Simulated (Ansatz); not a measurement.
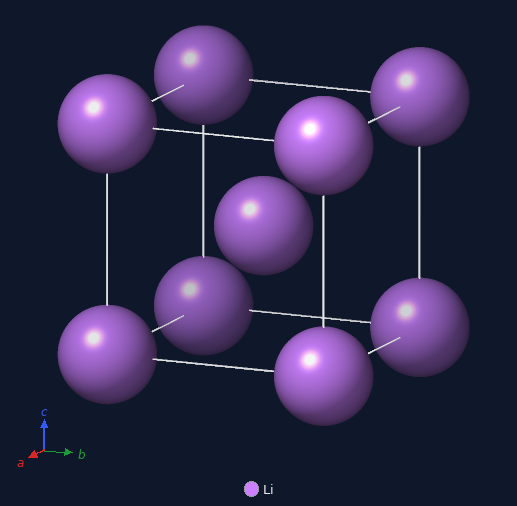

A spheres-only rendering, viewed slightly off an axis. The frame is the conventional unit cell; atoms at its boundary are shown with their periodic copies.

> How many atoms make up the cell?

2 (lithium), counting shared atoms by their share.

> Identify the space group.

Im-3m (No. 229), with Li on 2a.

> What structure family is shown?

Body-centred cubic (W type).

Provenance: the standard structure of this element. Earlier steps of the study may have refined or changed the cell and positions. It was run through Ansatz as a DFT input.
